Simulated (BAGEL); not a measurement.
# RI-MP2/cc-pVDZ (density fitting with qzvpp-jkfit) run of CH4GaN (SMILES C=[N][GaH2])

Aim: the energy change on altering one bond length of CH4GaN at RI-MP2/cc-pVDZ (density fitting with qzvpp-jkfit), from 2 runs. 

The results are computed with BAGEL 1.2.2.

3 further runs of the same task are left out: 3 that didn't finish. Runs told in other sessions of the task aren't counted.

## Step 1: The system as given

CH4GaN has 7 atoms, charge 0, and is taken as a singlet. As SMILES, `C=[N][GaH2]`. Geometry: relaxed at PBE0-D4/def2-TZVP.

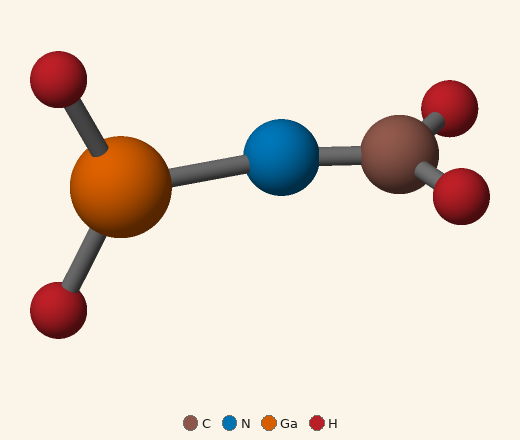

The structure, seen from a chosen angle (carbon brown, nitrogen blue, gallium orange, hydrogen red).

## Step 2: A single-point energy at RI-MP2/cc-pVDZ (density fitting with qzvpp-jkfit)

mp2.json reads:

```json
{ "bagel" : [

{
  "title" : "molecule",
  "basis" : "cc-pvdz.json",
  "df_basis" : "qzvpp-jkfit",
  "angstrom" : true,
  "geometry" : [
    { "atom" : "C", "xyz" : [   -1.119700,    0.099100,   -0.980300 ] },
    { "atom" : "N", "xyz" : [   -0.311300,   -0.140700,   -0.067900 ] },
    { "atom" : "Ga", "xyz" : [    1.142300,   -0.099700,    0.998500 ] },
    { "atom" : "H", "xyz" : [   -0.943900,    0.853500,   -1.763300 ] },
    { "atom" : "H", "xyz" : [   -2.076800,   -0.439300,   -1.060100 ] },
    { "atom" : "H", "xyz" : [    1.040600,    0.837400,    2.236500 ] },
    { "atom" : "H", "xyz" : [    2.268800,   -1.110200,    0.636700 ] }
  ]
},
{
  "title" : "hf",
  "charge" : 0
},
{
  "title" : "mp2",
  "charge" : 0,
  "ncore" : 11
}

]}
```

The basis set cc-pVDZ is read from a file made from the Basis Set Exchange's data (not shown).

Command:

```sh
$ BAGEL_NUM_THREADS=1 BAGEL mp2.json > mp2.out
```

The log of the run:

```text
* using 1 threads per process

  ===============================================================
  ===============================================================

  *** Geometry ***

  { "atom" : "C", "xyz" : [     -2.115926,      0.187272,     -1.852499 ] },
  { "atom" : "N", "xyz" : [     -0.588272,     -0.265884,     -0.128312 ] },
  { "atom" : "Ga", "xyz" : [      2.158634,     -0.188406,      1.886892 ] },
  { "atom" : "H", "xyz" : [     -1.783712,      1.612881,     -3.332154 ] },
  { "atom" : "H", "xyz" : [     -3.924583,     -0.830157,     -2.003299 ] },
  { "atom" : "H", "xyz" : [      1.966449,      1.582457,      4.226372 ] },
  { "atom" : "H", "xyz" : [      4.287411,     -2.097974,      1.203189 ] },

  Number of auxiliary basis functions:      490

  Since a DF basis is specified, we compute 2- and 3-index integrals:
    o Being stored without compression. Storage requirement is 0.022 GB

  Number of basis functions:       75
  Number of electrons      :       48

    * METHOD: MOLECULE                             0.17

  *** RHF ***

  === Nuclear Repulsion ===
   158.6980207690

      * DIIS with orbital gradients will be used.

  === RHF iteration (cc-pvdz.json) ===
      0      -2017.66031498          0.01684594           0.04
      1      -2017.74716844          0.01417517           0.04
      2      -2017.82831825          0.00150266           0.04
      3      -2017.82989083          0.00054201           0.04
      4      -2017.83001056          0.00013843           0.04
      5      -2017.83002978          0.00004831           0.04
      6      -2017.83003294          0.00001010           0.04
      7      -2017.83003306          0.00000273           0.04
      8      -2017.83003307          0.00000071           0.04
      9      -2017.83003307          0.00000026           0.04
     10      -2017.83003307          0.00000015           0.04
     11      -2017.83003307          0.00000003           0.04
     12      -2017.83003307          0.00000001           0.04
     13      -2017.83003307          0.00000000           0.04
    * SCF iteration converged.

    * Permanent dipole moment:
           (    0.077185,    -0.215922,     0.321821) a.u.

    * METHOD: HF                                   0.71

  *** RHF ***

  === Nuclear Repulsion ===
   158.6980207690

      * DIIS with orbital gradients will be used.

  === RHF iteration (cc-pvdz.json) ===
      0      -2017.83003307          0.00000000           0.04
    * SCF iteration converged.

    * Permanent dipole moment:
           (    0.077185,    -0.215922,     0.321820) a.u.

  === DF-MP2 calculation ===

    * freezing 11 orbitals
    * 3-index integral transformation done
    * assembly done

      MP2 correlation energy:   -0.3840297706      0.02

      MP2 total energy:       -2018.2140628425

    * METHOD: MP2                                  0.11

  ===============================================================
```

It took 1.1 s on 1 thread of Intel Xeon 6975P-C (Granite Rapids), shared host; peak memory 0.11 GiB.

## Step 3: The distorted shape at the same level

input.json reads:

```json
{ "bagel": [

{
  "title": "molecule",
  "basis": "cc-pvdz.json",
  "df_basis": "qzvpp-jkfit",
  "angstrom": "true",
  "geometry": [
    { "atom": "C", "xyz": [   -1.207597,   -0.278085,   -0.588816 ] },
    { "atom": "N", "xyz": [   -0.399197,   -0.517885,    0.323584 ] },
    { "atom": "Ga", "xyz": [    1.054403,   -0.476885,    1.389984 ] },
    { "atom": "H", "xyz": [   -0.943900,    0.853500,   -1.763300 ] },
    { "atom": "H", "xyz": [   -2.164697,   -0.816485,   -0.668616 ] },
    { "atom": "H", "xyz": [    0.952703,    0.460215,    2.627984 ] },
    { "atom": "H", "xyz": [    2.180903,   -1.487385,    1.028184 ] }
  ]
},
{ "title": "hf" },
{ "title": "mp2", "ncore": 11 }

]}
```

The basis set cc-pVDZ is read from a file made from the Basis Set Exchange's data (not shown).

Command:

```sh
$ BAGEL_NUM_THREADS=1 BAGEL input.json > input.out
```

The log of the run:

```text
* using 1 threads per process

  ===============================================================
  ===============================================================

  *** Geometry ***

  { "atom" : "C", "xyz" : [     -2.282028,     -0.525504,     -1.112701 ] },
  { "atom" : "N", "xyz" : [     -0.754373,     -0.978661,      0.611485 ] },
  { "atom" : "Ga", "xyz" : [      1.992533,     -0.901182,      2.626689 ] },
  { "atom" : "H", "xyz" : [     -1.783712,      1.612881,     -3.332154 ] },
  { "atom" : "H", "xyz" : [     -4.090684,     -1.542933,     -1.263501 ] },
  { "atom" : "H", "xyz" : [      1.800348,      0.869680,      4.966170 ] },
  { "atom" : "H", "xyz" : [      4.121309,     -2.810750,      1.942986 ] },

  Number of auxiliary basis functions:      490

  Since a DF basis is specified, we compute 2- and 3-index integrals:
    o Being stored without compression. Storage requirement is 0.022 GB

  Number of basis functions:       75
  Number of electrons      :       48

    * METHOD: MOLECULE                             0.17

  *** RHF ***

  === Nuclear Repulsion ===
   156.8868609571

      * DIIS with orbital gradients will be used.

  === RHF iteration (cc-pvdz.json) ===
      0      -2017.57928042          0.01677091           0.05
      1      -2017.65321691          0.01512790           0.05
      2      -2017.75072249          0.00161956           0.04
      3      -2017.75271978          0.00071226           0.04
      4      -2017.75298898          0.00023757           0.04
      5      -2017.75306035          0.00008227           0.04
      6      -2017.75307241          0.00001532           0.04
      7      -2017.75307272          0.00000477           0.04
      8      -2017.75307274          0.00000120           0.04
      9      -2017.75307274          0.00000039           0.04
     10      -2017.75307274          0.00000023           0.04
     11      -2017.75307274          0.00000005           0.04
     12      -2017.75307274          0.00000002           0.04
     13      -2017.75307274          0.00000001           0.04
    * SCF iteration converged.

    * Permanent dipole moment:
           (    0.001683,     0.125130,    -0.151149) a.u.

    * METHOD: HF                                   0.75

  *** RHF ***

  === Nuclear Repulsion ===
   156.8868609571

      * DIIS with orbital gradients will be used.

  === RHF iteration (cc-pvdz.json) ===
      0      -2017.75307274          0.00000001           0.04
    * SCF iteration converged.

    * Permanent dipole moment:
           (    0.001683,     0.125130,    -0.151149) a.u.

  === DF-MP2 calculation ===

    * freezing 11 orbitals
    * 3-index integral transformation done
    * assembly done

      MP2 correlation energy:   -0.3959291558      0.02

      MP2 total energy:       -2018.1490018974

    * METHOD: MP2                                  0.12

  ===============================================================
```

Wall time 1.2 s (1 thread of Intel Xeon 6975P-C (Granite Rapids), shared host); peak memory 0.11 GiB.

## Step 4: What came out

Level: RI-MP2/cc-pVDZ (density fitting with qzvpp-jkfit), 11 core orbitals frozen.

| quantity | value |
| --- | --- |
| first shape: total energy | -2018.21406 Eh |
| first shape: correlation energy (11 core orbitals frozen) | -384.0 mEh |
| distorted shape: total energy | -2018.14900 Eh |
| distorted shape: correlation energy (11 core orbitals frozen) | -395.9 mEh |
| energy change with the C1–H4 bond stretched from 1.101 to 1.652 Å | 1.770 eV |

In words: With the C1–H4 bond stretched from 1.101 to 1.652 Å the energy rises by 1.77 eV (41 kcal/mol). The first shape isn't relaxed at this level, so the change isn't measured from a minimum.
